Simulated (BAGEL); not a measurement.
# SiH2O2F2 (SMILES O[Si](O)(F)F): a chain of runs

We compute a single-point energy (HF/def2-SVP), then the energy (NEVPT2(2,2)/def2-SVP), then a single-point energy (CASPT2(2,2)/def2-SVP) of SiH2O2F2. 

The calculation is run with BAGEL 1.2.2.

2 further runs of the same task are left out: 2 set aside as unsound or not needed.

### Step 1. The structure to begin with

The species is SiH2O2F2 (7 atoms), meant as a singlet with charge 0. SMILES: `O[Si](O)(F)F`. The shape is that of a PBE0-D4/def2-TZVP optimisation. This is one conformer, not always the lowest.

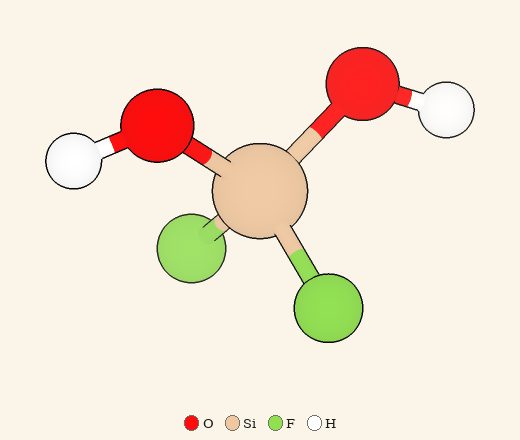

The structure, seen from a chosen angle (oxygen red, silicon light orange, fluorine green, hydrogen white).

### Step 2. A single-point energy at HF/def2-SVP (density fitting with svp-jkfit) (run 1)

The input, calc.json:

```json
{ "bagel": [

{
  "title": "molecule",
  "basis": "svp",
  "df_basis": "svp-jkfit",
  "angstrom": "false",
  "geometry": [
    { "atom": "O", "xyz": [    -2.12215299,     0.83865667,     1.68279167 ] },
    { "atom": "Si", "xyz": [    -0.02097596,    -0.03420404,    -0.33504844 ] },
    { "atom": "O", "xyz": [     2.49670616,    -0.73056812,     1.22208588 ] },
    { "atom": "F", "xyz": [    -0.91368258,    -2.38615718,    -1.95322092 ] },
    { "atom": "F", "xyz": [     0.44975482,     2.13879203,    -2.33589046 ] },
    { "atom": "H", "xyz": [    -3.45686655,     1.93186324,     1.13798362 ] },
    { "atom": "H", "xyz": [     3.68288724,    -1.88689154,     0.49510824 ] }
  ]
},

{
  "title": "hf"
},

{
  "title": "print",
  "file": "orbitals.molden",
  "orbitals": "true"
}

]}
```

Run with:

```
BAGEL_NUM_THREADS=1 BAGEL calc.json > calc.out
```

Log:

```text
* using 1 threads per process

  ===============================================================
  ===============================================================

  *** Geometry ***

  { "atom" : "O", "xyz" : [     -2.122153,      0.838657,      1.682792 ] },
  { "atom" : "Si", "xyz" : [     -0.020976,     -0.034204,     -0.335048 ] },
  { "atom" : "O", "xyz" : [      2.496706,     -0.730568,      1.222086 ] },
  { "atom" : "F", "xyz" : [     -0.913683,     -2.386157,     -1.953221 ] },
  { "atom" : "F", "xyz" : [      0.449755,      2.138792,     -2.335890 ] },
  { "atom" : "H", "xyz" : [     -3.456867,      1.931863,      1.137984 ] },
  { "atom" : "H", "xyz" : [      3.682887,     -1.886892,      0.495108 ] },

  Number of auxiliary basis functions:      472

  Since a DF basis is specified, we compute 2- and 3-index integrals:
    o Being stored without compression. Storage requirement is 0.027 GB

  Number of basis functions:       84
  Number of electrons      :       50

    * METHOD: MOLECULE                             0.21

  *** RHF ***

  === Nuclear Repulsion ===
   270.4702872291

      * DIIS with orbital gradients will be used.

  === RHF iteration (svp) ===
      0       -638.21451740          0.02616363           0.07
      1       -638.44925635          0.01560622           0.07
      2       -638.56268055          0.00082525           0.07
      3       -638.56319396          0.00015705           0.07
      4       -638.56321071          0.00006388           0.07
      5       -638.56321298          0.00001766           0.07
      6       -638.56321325          0.00000431           0.07
      7       -638.56321327          0.00000071           0.07
      8       -638.56321327          0.00000018           0.07
      9       -638.56321327          0.00000007           0.07
     10       -638.56321327          0.00000002           0.07
     11       -638.56321327          0.00000001           0.07
    * SCF iteration converged.

    * Permanent dipole moment:
           (    0.017206,     0.007308,     0.148306) a.u.

    * METHOD: HF                                   0.98

    * METHOD: PRINT                                0.02

  ===============================================================
```

It took 1.4 s on 1 thread of Arm Neoverse V1, shared host; peak memory 0.15 GiB.

### Step 3. A single-point energy at NEVPT2(2,2)/def2-SVP (density fitting with svp-jkfit) (run 2)

The input, calc.json:

```json
{ "bagel" : [

{
  "title" : "molecule",
  "basis" : "svp",
  "df_basis" : "svp-jkfit",
  "geometry" : [
    { "atom" : "O", "xyz" : [ -2.12215299,  0.83865667,  1.68279167 ] },
    { "atom" : "Si", "xyz" : [ -0.02097596, -0.03420404, -0.33504844 ] },
    { "atom" : "O", "xyz" : [  2.49670616, -0.73056812,  1.22208588 ] },
    { "atom" : "F", "xyz" : [ -0.91368258, -2.38615718, -1.95322092 ] },
    { "atom" : "F", "xyz" : [  0.44975482,  2.13879203, -2.33589046 ] },
    { "atom" : "H", "xyz" : [ -3.45686655,  1.93186324,  1.13798362 ] },
    { "atom" : "H", "xyz" : [  3.68288724, -1.88689154,  0.49510824 ] }
  ]
},
{ "title" : "hf" },
{ "title" : "casscf", "nstate" : 1, "nact" : 2, "nclosed" : 24, "active" : [12, 31], "maxiter" : 200, "natocc" : true },
{ "title" : "nevpt2", "nstate" : 1, "nact" : 2, "nclosed" : 24, "active" : [12, 31], "maxiter" : 200, "natocc" : true, "ncore" : 9 },
{ "title" : "print", "file" : "orbitals.molden", "orbitals" : true }

]}
```

Run with:

```
BAGEL_NUM_THREADS=1 BAGEL calc.json > calc.out
```

Log:

```text
* using 1 threads per process

  ===============================================================
  ===============================================================

  *** Geometry ***

  { "atom" : "O", "xyz" : [     -2.122153,      0.838657,      1.682792 ] },
  { "atom" : "Si", "xyz" : [     -0.020976,     -0.034204,     -0.335048 ] },
  { "atom" : "O", "xyz" : [      2.496706,     -0.730568,      1.222086 ] },
  { "atom" : "F", "xyz" : [     -0.913683,     -2.386157,     -1.953221 ] },
  { "atom" : "F", "xyz" : [      0.449755,      2.138792,     -2.335890 ] },
  { "atom" : "H", "xyz" : [     -3.456867,      1.931863,      1.137984 ] },
  { "atom" : "H", "xyz" : [      3.682887,     -1.886892,      0.495108 ] },

  Number of auxiliary basis functions:      472

  Since a DF basis is specified, we compute 2- and 3-index integrals:
    o Being stored without compression. Storage requirement is 0.027 GB

  Number of basis functions:       84
  Number of electrons      :       50

    * METHOD: MOLECULE                             0.21

  *** RHF ***

  === Nuclear Repulsion ===
   270.4702872291

      * DIIS with orbital gradients will be used.

  === RHF iteration (svp) ===
      0       -638.21451740          0.02616363           0.07
      1       -638.44925635          0.01560622           0.06
      2       -638.56268055          0.00082525           0.06
[... 8 lines of this table left out ...]
     11       -638.56321327          0.00000001           0.07
    * SCF iteration converged.

    * Permanent dipole moment:
           (    0.017206,     0.007308,     0.148306) a.u.

    * METHOD: HF                                   0.94

  ---------------------------
      CASSCF calculation
  ---------------------------

    ==== Active orbitals : =====
         Orbital 12
         Orbital 31
    ============================

    * nstate   :      1
    * nclosed  :     24
    * nact     :      2
    * nvirt    :     58
  === CASSCF iteration (svp) ===

    * Using the second-order algorithm

      0  0      -638.56323208     6.58e-06      0.02

      1  0      -638.56330113     1.94e-05      0.25
[... 37 lines of this table left out ...]
     20  0      -638.57839378     7.83e-09      0.49

    * Second-order optimization converged. *

     guess   0:   closed 1.                   open ..

  === FCI iteration ===

      0  0      -638.56308342     9.47e-02      0.00
      1  0      -638.57838430     1.78e-03      0.00
      2  0 *    -638.57839378     1.56e-15      0.00

     * ci vector, state   0, <S^2> = 0.0000
       2.     0.9967466697
       .2    -0.0805982405

    * METHOD: CASSCF                               9.68

    * freezing 9 orbitals

  === DF-NEVPT2 calculation ===

    * 3-index integral transformation done
    * assembly done

      NEVPT2 correlation energy:   -0.8064201345      0.21

          (+0)     -0.7157815717
          (+0)'    -0.0404674126
          (+1)     -0.0116178023
          (+1)'    -0.0000000000
          (+2)     -0.0003450437
          (-1)     -0.0329183329
          (-1)'     0.0000000000
          (-2)     -0.0052899713

      NEVPT2 total energy:       -639.3848139179

    * METHOD: NEVPT2                               0.34

    * METHOD: PRINT                                0.02

  ===============================================================
```

Wall time 11 s (1 thread of Arm Neoverse V1, shared host); peak memory 0.15 GiB.

### Step 4. A single-point energy at CASPT2(2,2)/def2-SVP (density fitting with svp-jkfit) (run 3)

The input, input.json:

```json
{ "bagel" : [

{
  "title" : "molecule",
  "basis" : "svp",
  "df_basis" : "svp-jkfit",
  "angstrom" : false,
  "geometry" : [
    { "atom" : "O", "xyz" : [    -2.12215299,     0.83865667,     1.68279167 ] },
    { "atom" : "Si", "xyz" : [    -0.02097596,    -0.03420404,    -0.33504844 ] },
    { "atom" : "O", "xyz" : [     2.49670616,    -0.73056812,     1.22208588 ] },
    { "atom" : "F", "xyz" : [    -0.91368258,    -2.38615718,    -1.95322092 ] },
    { "atom" : "F", "xyz" : [     0.44975482,     2.13879203,    -2.33589046 ] },
    { "atom" : "H", "xyz" : [    -3.45686655,     1.93186324,     1.13798362 ] },
    { "atom" : "H", "xyz" : [     3.68288724,    -1.88689154,     0.49510824 ] }
  ]
},

{
  "title" : "hf",
  "charge" : 0
},

{
  "title" : "casscf",
  "nstate" : 1,
  "nact" : 2,
  "nclosed" : 24,
  "charge" : 0,
  "active" : [12, 31],
  "maxiter" : 200,
  "natocc" : true
},

{
  "title" : "print",
  "file" : "orbitals.molden",
  "orbitals" : true
},

{
  "title" : "smith",
  "method" : "caspt2",
  "ms" : true,
  "xms" : true,
  "sssr" : true,
  "shift" : 0.2,
  "shift_imag" : true,
  "ncore" : 9
}

]}
```

Run with:

```
BAGEL_NUM_THREADS=1 BAGEL input.json > input.out
```

Log:

```text
* using 1 threads per process

  ===============================================================
  ===============================================================

  *** Geometry ***

  { "atom" : "O", "xyz" : [     -2.122153,      0.838657,      1.682792 ] },
  { "atom" : "Si", "xyz" : [     -0.020976,     -0.034204,     -0.335048 ] },
  { "atom" : "O", "xyz" : [      2.496706,     -0.730568,      1.222086 ] },
  { "atom" : "F", "xyz" : [     -0.913683,     -2.386157,     -1.953221 ] },
  { "atom" : "F", "xyz" : [      0.449755,      2.138792,     -2.335890 ] },
  { "atom" : "H", "xyz" : [     -3.456867,      1.931863,      1.137984 ] },
  { "atom" : "H", "xyz" : [      3.682887,     -1.886892,      0.495108 ] },

  Number of auxiliary basis functions:      472

  Since a DF basis is specified, we compute 2- and 3-index integrals:
    o Being stored without compression. Storage requirement is 0.027 GB

  Number of basis functions:       84
  Number of electrons      :       50

    * METHOD: MOLECULE                             0.21

  *** RHF ***

[... 11 lines left out ...]
    * SCF iteration converged.
[... 1 line left out ...]
    * Permanent dipole moment:
[... 27 lines left out ...]
    * Second-order optimization converged. *
[... 9 lines left out ...]
     * ci vector, state   0, <S^2> = 0.0000
[... 16 lines left out ...]
    * Zeroth order energy : state  0       -1.6038300549
[... 4 lines left out ...]
       #      aibj      arbs      arbi      airj      risj      airs      arst      rist         Etot      error   time
[... 2 lines left out ...]
       0  -0.71734  -0.00615  -0.03346  -0.01377  -0.00047  -0.03539   0.00000   0.00000   -0.8065842  0.0026654   0.12
       1  -0.71816  -0.00626  -0.03374  -0.01415  -0.00053  -0.03659  -0.00000  -0.00000   -0.8094368  0.0005059   0.10
       2  -0.71826  -0.00627  -0.03371  -0.01417  -0.00053  -0.03664  -0.00000  -0.00000   -0.8095846  0.0001061   0.10
       3  -0.71825  -0.00627  -0.03370  -0.01416  -0.00054  -0.03667  -0.00000  -0.00000   -0.8095894  0.0000240   0.11
       4  -0.71825  -0.00627  -0.03370  -0.01416  -0.00054  -0.03667  -0.00000  -0.00000   -0.8095896  0.0000061   0.11
       5  -0.71825  -0.00627  -0.03370  -0.01416  -0.00054  -0.03667  -0.00000  -0.00000   -0.8095897  0.0000015   0.11
       6  -0.71825  -0.00627  -0.03370  -0.01416  -0.00054  -0.03667   0.00000  -0.00000   -0.8095897  0.0000004   0.11

      ------------------------------------------------------------------------------------------------------------------

    * CASPT2 energy : state  0     -639.3900272093
        w/o shift correction       -639.3879834439
        reference weight              0.8401031027

    * METHOD: SMITH                                1.03

  ===============================================================
```

Wall time 12 s (1 thread of Arm Neoverse V1, shared host); peak memory 0.26 GiB.

### Step 5. Summary of results

| quantity | value |
| --- | --- |
| run 1, HF/def2-SVP: total energy | -638.56321 Eh |
| run 1, HF/def2-SVP: dipole moment | 0.38 D |
| run 1, HF/def2-SVP: HOMO energy | -14.81 eV |
| run 1, HF/def2-SVP: LUMO energy | 4.07 eV |
| run 1, HF/def2-SVP: HOMO–LUMO gap | 18.89 eV |
| run 2, NEVPT2(2,2)/def2-SVP: total energy | -639.38481 Eh |
| run 3, CASPT2(2,2)/def2-SVP: total energy | -639.39003 Eh |
